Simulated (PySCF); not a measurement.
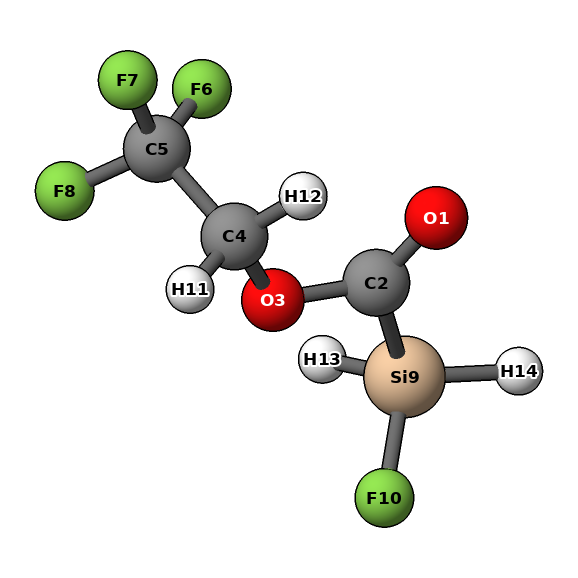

Computed geometry: GFN2-xTB optimisation. No frequency run is at hand to confirm it as a minimum. Level of theory: GIAO PBE0/pcSseg-1 NMR shielding, non-relativistic, gas phase (PySCF 2.14.0). Principal shieldings σ11 ≤ σ22 ≤ σ33, span Ω = σ33 − σ11, skew κ = 3(σiso − σ22)/Ω.

Question: Which C atom has the most anisotropic shielding?

Answer: C2, with a span of 179 ppm.

Give the shielding tensors of the C atoms.

| atom | σ11 | σ22 | σ33 | σiso | Ω | κ |
| --- | --- | --- | --- | --- | --- | --- |
| C2 | −104.1 | 42.0 | 74.8 | 4.2 | 178.9 | −0.63 |
| C4 | 93.2 | 132.0 | 155.4 | 126.8 | 62.2 | −0.25 |
| C5 | 51.2 | 55.0 | 59.1 | 55.1 | 7.9 | 0.05 |

Shieldings and span in ppm.

The geometry is semi-empirical. Around Si such bond lengths and angles can be off by a tenth of an ångström or more and by several degrees, and values that hang on the shape move with them.
